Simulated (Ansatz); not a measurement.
**AlBH6N (charge −1): density, localisation and related maps**

```xyz
9

Al    1.3037    0.0320    0.4815
B    -0.1550    1.1893   -0.7855
N     0.3013    1.5648    0.6281
H     0.8386   -1.3382    1.2181
H    -0.4635    1.5547    1.2974
H     0.2530    1.9002   -1.7141
H    -1.3266    0.8265   -0.9421
H     0.5299    0.0121   -1.1122
H     2.9002    0.1166    0.2295
```

Geometry: r2SCAN-D4/def2-SVPD.

These are results of Ansatz, isolated molecule in a Gaussian basis; Kohn-Sham density functional theory, functional PBE0, not measurements.

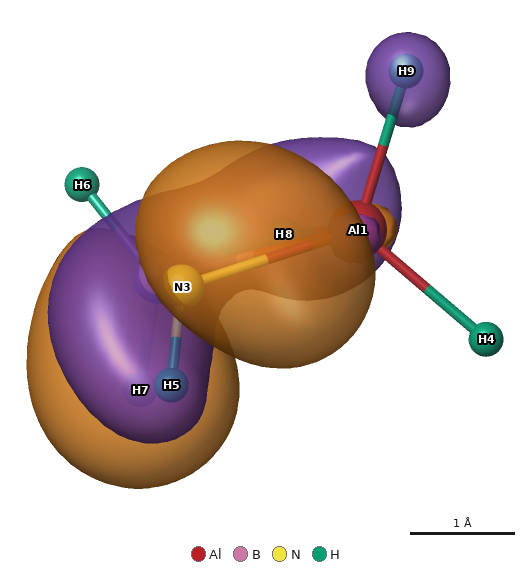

Figure 1. The HOMO−1 at ±0.1 Å⁻³ᐟ² (orange and purple are the two phases), seen at a tilt.

Describe this orbital and give its energy.

It lies mainly on N3 (about 40 %), B2 (about 15 %), H7 (about 15 %) and Al1 (about 15 %). Its energy is −2.88 eV.

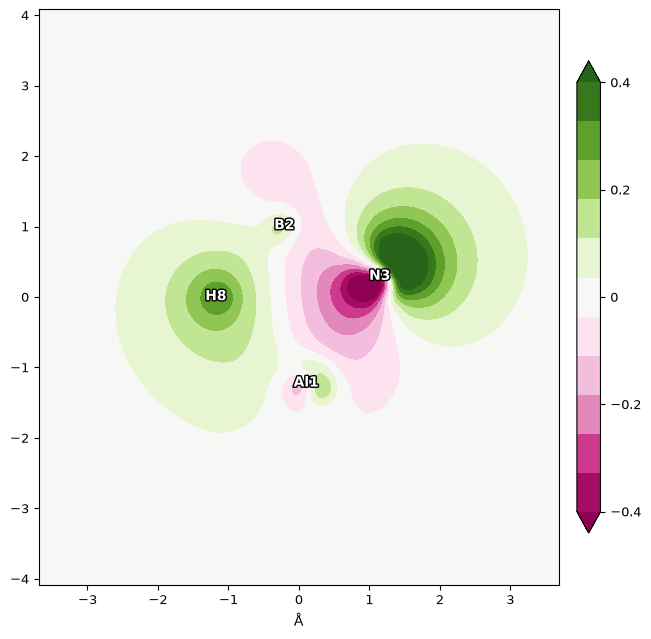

Figure 2. The HOMO on the plane of atoms Al1, H8 and B2 (values in Å⁻³ᐟ²; the overall sign is arbitrary).

Where does this orbital lie, and at what energy?

By Hirshfeld shares it lies mainly on N3 (about 55 %), B2 (about 10 %), H6 (about 10 %) and Al1 (about 10 %). Its energy is −1.24 eV.
